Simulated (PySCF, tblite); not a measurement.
**Titanium dioxide (TiO₂): isotopologues and vibrational averages**

Aim: rotational constants, zero-point energies and shieldings of isotopologues of Titanium dioxide (TiO₂) (`[O]=[Ti]=[O]`).

Computed with tblite 0.8.0 (tight binding) and PySCF 2.14.0 (DFT, with response routines of our own); each step states its level. Atoms count from 0 throughout.

## (1) The molecule as given

3 atoms, charge 0, multiplicity 1; geometry from: force field or distance geometry start.

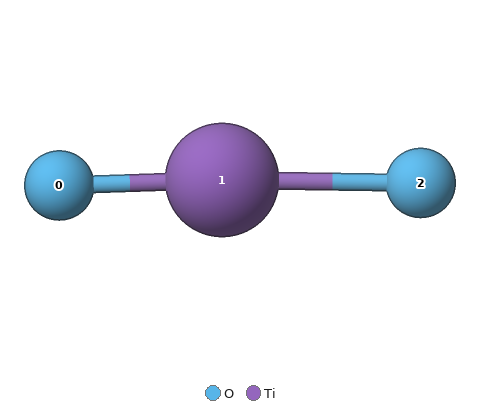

The starting geometry (oxygen blue, titanium purple), atoms numbered.

## (2) GFN2-xTB relaxation, lowest of a short conformer search

The job: settings as JSON, then the geometry in Å.

```
{"job": {"xc": "GFN2-xTB", "basis": "xTB", "kind": "relax"}, "charge": 0, "multiplicity": 1}
O     -1.923000     0.017600    -0.010600
Ti    -0.117000     0.012700    -0.046000
O      2.085900    -0.040400     0.006400
```

Started as:

```sh
> OMP_NUM_THREADS=1 python ens_run.py task.json out
```

The driver reads the study from task.json and runs its stages one after another.

Output:

```text
step      E/eV     max force
  0    -259.44937    4.315
  1    -259.87984    3.624
  2    -260.75128    6.483
  3    -261.38117    5.118
  4    -261.02020    9.748
  5    -261.57727    2.018
  6    -261.67163    1.172
  7    -261.70503    0.396
  8    -261.70892    0.303
  9    -261.71327    0.405
 10    -261.74138    1.371
 11    -261.69622    3.190
 12    -261.78250    1.922
 13    -261.81860    1.979
 14    -261.58798    1.949
 15    -261.72431    1.459
 16    -261.43400    2.667
 17    -260.95608    3.675
 18    -261.39603    2.760
 19    -261.67013    1.747
 20    -261.36393    2.832
 21    -260.92591    3.691
 22    -261.35543    2.852
 23    -261.66025    1.888
 24    -261.34704    2.870
 25    -260.91891    3.689
 26    -261.33918    2.886
 27    -261.64611    1.971
 28    -261.33139    2.902
 29    -260.90687    3.693
 30    -261.32572    2.913
 31    -261.63633    2.035
 32    -261.32004    2.924
 33    -260.89833    3.695
 34    -261.31534    2.933
 35    -261.62785    2.087
 36    -261.31069    2.941
 37    -260.89130    3.696
 38    -261.30665    2.949
 39    -261.62035    2.132
 40    -261.30269    2.956
 41    -260.88532    3.698
 42    -261.29911    2.962
 43    -261.61356    2.170
 44    -261.29565    2.968
 45    -260.88013    3.699
 46    -261.29241    2.974
 47    -261.60730    2.204
 48    -261.28932    2.979
 49    -260.87556    3.700
 50    -261.28636    2.984
 51    -261.60145    2.236
 52    -261.28355    2.989
 53    -260.87147    3.701
 54    -261.28080    2.994
 55    -261.59594    2.264
 56    -261.27823    2.998
 57    -260.86777    3.702
 58    -261.27566    3.002
 59    -261.59069    2.290
 60    -261.27328    3.006
 61    -260.86442    3.703
 62    -261.27085    3.010
 63    -261.58567    2.315
 64    -261.26863    3.013
 65    -260.86131    3.703
 66    -261.26633    3.017
 67    -261.58086    2.338
 68    -261.26416    3.021
 69    -260.85798    3.704
 70    -261.26182    3.024
 71    -261.57568    2.360
 72    -261.25959    3.028
 73    -260.85473    3.705
 74    -261.25740    3.031
 75    -261.57127    2.381
 76    -261.25566    3.034
 77    -260.85197    3.706
 78    -261.25350    3.037
 79    -261.56672    2.396
 80    -261.25204    3.039
 81    -260.85314    3.706
 82    -261.25341    3.037
 83    -261.57033    2.384
 84    -261.25515    3.035
 85    -260.85799    3.706
 86    -261.25855    3.029
 87    -261.57774    2.337
 88    -261.26325    3.022
 89    -260.87070    3.705
 90    -261.27271    3.007
 91    -261.59848    2.219
 92    -261.28876    2.979
 93    -260.93186    3.696
 94    -261.32493    2.910
 95    -261.66717    1.864
 96    -261.93886    2.525
 97    -262.06883    3.268
 98    -262.26295    2.461
 99    -262.28944    5.010
100    -262.47383    1.365
101    -262.51001    0.636
102    -262.52514    0.362
103    -262.52881    0.206
104    -262.52949    0.021
105    -262.52950    0.002
```

Run time: 0.25 s. Hardware: 1 thread of Intel Xeon Platinum 8488C, shared host.

Gain 3.080 eV; displacement 0.66 Å root mean square.

## (3) Tight optimisation and Hessian

The job: settings as JSON, then the geometry in Å.

```
{"job": {"xc": "PBE0", "basis": "pcSseg-2", "grid": 2, "temperatures": [298.15, 300], "kind": "geom"}, "charge": 0, "multiplicity": 1}
O     -1.357678     0.120837    -0.234623
Ti     0.035891    -0.266266     0.516918
O      1.367710     0.135278    -0.332509
```

Output:

```text
step   0  E = -27202.3190548 eV  max force = 0.15667
step   1  E = -27202.3214555 eV  max force = 0.33875
step   2  E = -27202.3235561 eV  max force = 0.10428
step   3  E = -27202.3237118 eV  max force = 0.02084
step   4  E = -27202.3237272 eV  max force = 0.00575
step   5  E = -27202.3237272 eV  max force = 0.00575
step   6  E = -27202.3237272 eV  max force = 0.00520
harmonic wavenumbers (cm-1): 349.6 1001.2 1055.6
```

It took 2.1 min on 1 thread of Intel Xeon Platinum 8488C, shared host; peak memory 0.6 GiB.

## (4) Displacements along the modes, parent

The job: settings as JSON, then the geometry in Å.

```
{"job": {"xc": "PBE0", "basis": "pcSseg-2", "grid": 2, "temperatures": [298.15, 300], "kind": "vib", "mass_numbers": [16, 48, 16]}, "charge": 0, "multiplicity": 1}
O     -1.339163     0.124265    -0.242052
Ti     0.036370    -0.272935     0.530457
O      1.348716     0.138519    -0.338618
```

Output:

```text
mode    cm-1    km/mol   phi_rrr   E(+)/cm-1  E(-)/cm-1
  1    349.60    14.34     -43.5      61.41      64.56
  2   1001.19   496.42       1.5     180.26     180.50
  3   1055.63    43.98    -176.4     183.78     196.48
```

Wall time 50 s (1 thread of Intel Xeon Platinum 8488C, shared host); peak memory 0.58 GiB.

## (5) Displacements along the modes, 17O at atom 0

The job: settings as JSON, then the geometry in Å.

```
{"job": {"xc": "PBE0", "basis": "pcSseg-2", "grid": 2, "temperatures": [298.15, 300], "kind": "vib", "mass_numbers": [17, 48, 16]}, "charge": 0, "multiplicity": 1}
O     -1.339163     0.124265    -0.242052
Ti     0.036370    -0.272935     0.530457
O      1.348716     0.138519    -0.338618
```

Output:

```text
mode    cm-1    km/mol   phi_rrr   E(+)/cm-1  E(-)/cm-1
  1    345.51    13.96     -42.5      60.68      63.81
  2    988.67   467.92     103.8     182.04     174.23
  3   1045.38    62.89    -185.8     181.67     194.96
```

Wall time 56 s (1 thread of Intel Xeon Platinum 8488C, shared host); peak memory 0.58 GiB.

## (6) Displacements along the modes, 18O at atom 0, 18O at atom 2

The job: settings as JSON, then the geometry in Å.

```
{"job": {"xc": "PBE0", "basis": "pcSseg-2", "grid": 2, "temperatures": [298.15, 300], "kind": "vib", "mass_numbers": [18, 48, 18]}, "charge": 0, "multiplicity": 1}
O     -1.339163     0.124265    -0.242052
Ti     0.036370    -0.272935     0.530457
O      1.348716     0.138519    -0.338618
```

Output:

```text
mode    cm-1    km/mol   phi_rrr   E(+)/cm-1  E(-)/cm-1
  1    333.42    12.90     -39.9      58.62      61.51
  2    962.14   462.71       1.8     173.25     173.43
  3   1007.98    41.36    -163.5     175.66     187.43
```

It took 56 s on 1 thread of Intel Xeon Platinum 8488C, shared host; peak memory 0.7 GiB.

## (7) Vibrational averages by isotopologue

The job: settings as JSON, then the geometry in Å.

```
{"job": {"xc": "PBE0", "basis": "pcSseg-2", "grid": 2, "temperatures": [298.15, 300], "kind": "iso"}, "charge": 0, "multiplicity": 1}
O     -1.339163     0.124265    -0.242052
Ti     0.036370    -0.272935     0.530457
O      1.348716     0.138519    -0.338618
```

Output:

```text
parent
  Be/MHz 31423.202 8735.212 6835.139
  B0/MHz 31650.151 8708.313 6810.972
  ZPE/cm-1 1203.2
  <sigma>(0 K)/ppm -966.094 -344.528 -966.113
17O at atom 0
  Be/MHz 30872.848 8470.796 6647.01
  B0/MHz 31092.596 8445.052 6623.746
  ZPE/cm-1 1189.8
  <sigma>(0 K)/ppm -965.865 -344.306 -966.090
18O at atom 0, 18O at atom 2
  Be/MHz 29324.42 7762.527 6137.782
  B0/MHz 29526.784 7739.516 6116.829
  ZPE/cm-1 1151.8
  <sigma>(0 K)/ppm -965.617 -343.687 -965.640
```

Wall time 5 min (1 thread of Intel Xeon Platinum 8488C, shared host); peak memory 0.7 GiB. This counts the whole study up to here.

Rotational constants (MHz) at equilibrium and in the ground state:

| isotopologue | Be | B0 | zero-point change (cm⁻¹) |
| --- | --- | --- | --- |
| parent | 31423.2, 8735.2, 6835.1 | 31650.2, 8708.3, 6811.0 | 0.0 |
| 17O at atom 0 | 30872.8, 8470.8, 6647.0 | 31092.6, 8445.1, 6623.7 | -13.4 |
| 18O at atom 0, 18O at atom 2 | 29324.4, 7762.5, 6137.8 | 29526.8, 7739.5, 6116.8 | -51.4 |

Shieldings of the first species (ppm): at equilibrium, the vibrational parts at 0 K, and the averages:

| atom | equilibrium | anharmonic | harmonic | 0 K | 298.15 K | 300 K |
| --- | --- | --- | --- | --- | --- | --- |
| O0 | -954.91 | -6.13 | -5.05 | -966.09 | -967.78 | -967.79 |
| Ti1 | -325.35 | -12.00 | -7.18 | -344.53 | -347.70 | -347.74 |
| O2 | -955.01 | -6.05 | -5.05 | -966.11 | -967.79 | -967.80 |

Isotope effects on the shieldings at 0 K (ppb; positive means more shielded):

```
atom  17O at atom 0  18O at atom 0, 18O at atom 2
  O0            228                           476
 Ti1            221                           841
  O2             23                           473
```

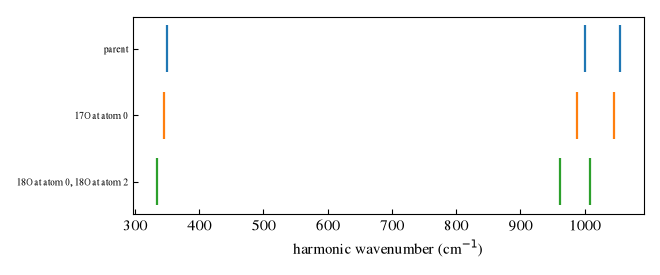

Harmonic wavenumbers of each isotopologue.

## (8) Tight optimisation and Hessian, xc KT2; basis def2-SVP; hess_step 0.02

The job: settings as JSON, then the geometry in Å.

```
{"job": {"xc": "KT2", "basis": "def2-SVP", "grid": 2, "temperatures": [298.15, 300], "j": false, "hess_step": 0.02, "kind": "geom"}, "charge": 0, "multiplicity": 1}
O     -1.357678     0.120837    -0.234623
Ti     0.035891    -0.266266     0.516918
O      1.367710     0.135278    -0.332509
```

Output:

```text
step   0  E = -27394.6407683 eV  max force = 0.55034
step   1  E = -27394.6572685 eV  max force = 0.97654
step   2  E = -27394.6733489 eV  max force = 0.45556
step   3  E = -27394.6757108 eV  max force = 0.09306
step   4  E = -27394.6760009 eV  max force = 0.02342
step   5  E = -27394.6760030 eV  max force = 0.01940
step   6  E = -27394.6760030 eV  max force = 0.01940
step   7  E = -27394.6760030 eV  max force = 0.01972
harmonic wavenumbers (cm-1): 370.6 1036.9 1074.4
```

Run time: 54 s. Hardware: 1 thread of Intel Xeon Platinum 8488C, shared host; peak memory 0.38 GiB.

## (9) Displacements along the modes, xc KT2; basis def2-SVP; hess_step 0.02; parent

The job: settings as JSON, then the geometry in Å.

```
{"job": {"xc": "KT2", "basis": "def2-SVP", "grid": 2, "temperatures": [298.15, 300], "j": false, "hess_step": 0.02, "kind": "vib", "mass_numbers": [16, 48, 16]}, "charge": 0, "multiplicity": 1}
O     -1.307160     0.129273    -0.253035
Ti     0.037042    -0.282637     0.550155
O      1.316042     0.143213    -0.347334
```

Output:

```text
mode    cm-1    km/mol   phi_rrr   E(+)/cm-1  E(-)/cm-1
  1    370.62     6.69     -48.8      65.13      68.66
  2   1036.86   277.11       9.6     187.90     185.52
  3   1074.43    29.29    -193.2     186.52     200.42
```

Wall time 16 s (1 thread of Intel Xeon Platinum 8488C, shared host); peak memory 0.32 GiB.

## (10) Displacements along the modes, xc KT2; basis def2-SVP; hess_step 0.02; 17O at atom 0

The job: settings as JSON, then the geometry in Å.

```
{"job": {"xc": "KT2", "basis": "def2-SVP", "grid": 2, "temperatures": [298.15, 300], "j": false, "hess_step": 0.02, "kind": "vib", "mass_numbers": [17, 48, 16]}, "charge": 0, "multiplicity": 1}
O     -1.307160     0.129273    -0.253035
Ti     0.037042    -0.282637     0.550155
O      1.316042     0.143213    -0.347334
```

Output:

```text
mode    cm-1    km/mol   phi_rrr   E(+)/cm-1  E(-)/cm-1
  1    366.19     6.52     -47.2      64.24      67.95
  2   1022.45   250.15    -163.3     177.49     190.83
  3   1065.51    50.92    -216.2     184.35     199.39
```

Wall time 16 s (1 thread of Intel Xeon Platinum 8488C, shared host); peak memory 0.32 GiB.

## (11) Vibrational averages by isotopologue, second settings

The job: settings as JSON, then the geometry in Å.

```
{"job": {"xc": "KT2", "basis": "def2-SVP", "grid": 2, "temperatures": [298.15, 300], "j": false, "hess_step": 0.02, "kind": "iso"}, "charge": 0, "multiplicity": 1}
O     -1.307160     0.129273    -0.253035
Ti     0.037042    -0.282637     0.550155
O      1.316042     0.143213    -0.347334
```

Output:

```text
parent
  Be/MHz 29277.707 9171.247 6983.625
  B0/MHz 29448.886 9139.425 6956.652
  ZPE/cm-1 1241.0
  <sigma>(0 K)/ppm -748.315 -232.651 -748.385
17O at atom 0
  Be/MHz 28765.847 8893.348 6793.153
  B0/MHz 28930.072 8863.213 6767.284
  ZPE/cm-1 1227.1
  <sigma>(0 K)/ppm -748.152 -232.440 -748.364
```

Wall time 88 s (1 thread of Intel Xeon Platinum 8488C, shared host); peak memory 0.7 GiB. This counts the runs that the step sums up.

Rotational constants (MHz) at equilibrium and in the ground state:

```
 isotopologue                       Be                       B0  zero-point change (cm⁻¹)
       parent  29277.7, 9171.2, 6983.6  29448.9, 9139.4, 6956.7                       0.0
17O at atom 0  28765.8, 8893.3, 6793.2  28930.1, 8863.2, 6767.3                     -13.9
```

Shieldings of the first species (ppm): at equilibrium, the vibrational parts at 0 K, and the averages:

| atom | equilibrium | anharmonic | harmonic | 0 K | 298.15 K | 300 K |
| --- | --- | --- | --- | --- | --- | --- |
| O0 | -740.62 | -4.79 | -2.91 | -748.32 | -749.42 | -749.43 |
| Ti1 | -215.81 | -11.61 | -5.23 | -232.65 | -235.35 | -235.38 |
| O2 | -740.95 | -4.53 | -2.91 | -748.38 | -749.46 | -749.47 |

Isotope effects on the shieldings at 0 K (ppb; positive means more shielded):

| atom | 17O at atom 0 |
| --- | --- |
| O0 | 164 |
| Ti1 | 210 |
| O2 | 20 |

## (12) Results

```
                   quantity                        value
                point group                          C2v
    B0 of the first species  31650.2, 8708.3, 6811.0 MHz
          zero-point energy                    1203 cm⁻¹
zero-point change of σ(Ti1)                   -19.18 ppm
```

**Reading.** Zero-point motion changes the shielding of Ti1 most, by -19.18 ppm. The largest secondary isotope effect is 841 ppb on Ti1, 1 bond from the change (18O at atom 0, 18O at atom 2).
